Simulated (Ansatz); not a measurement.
Bands of a (4,2) carbon nanotube, along its axis.

All values below come from PBE (plane waves to 420 eV, PAW; Ansatz, an electronic-structure program). Mesh 1×1×6. No spin polarisation. It repeats along c; a and b span vacuum. An idealised model, rolled from the flat sheet. It keeps the symmetry and period of its start, so it need not be a minimum against all distortions.

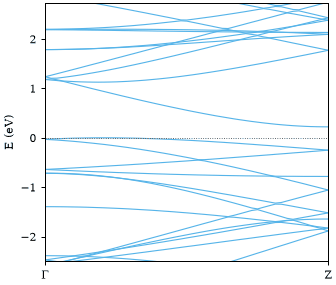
Figure. Bands from the zone centre to the zone edge (period 11.29 Å); the dotted line marks the highest filled level

Task: Is it a metal or a semiconductor at this level? Give what the bands show.

Result: A semiconductor in PBE.
- PBE gap = 0.22 eV, indirect, from k = 0.104 × 2π/c to the zone edge
